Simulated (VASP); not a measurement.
Band structure of Ir (fcc). These are PW91 GGA, VASP's PBE PAW potentials (set 64) (plane waves; VASP 6.6.1) values and carry that method's errors.

Unless said otherwise, spin-orbit coupling is left out, though it shifts the bands of the heavy elements here.

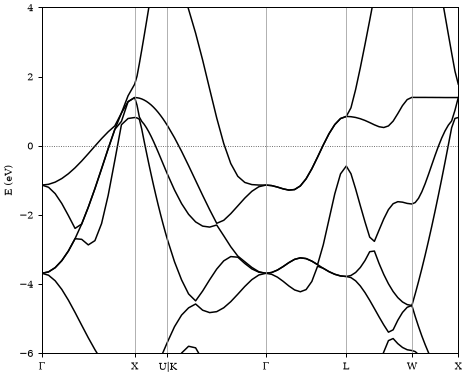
*Bands along high-symmetry lines, zero at the valence-band maximum or, without a gap, the Fermi level*

Problem. Read the plot: is there a gap, and where are the band edges?

Solution. It has no gap at this level: it comes out as a metal or semimetal. (Edges off the drawn lines would not show.)

The compound is Ir in the fcc structure. It was relaxed first.
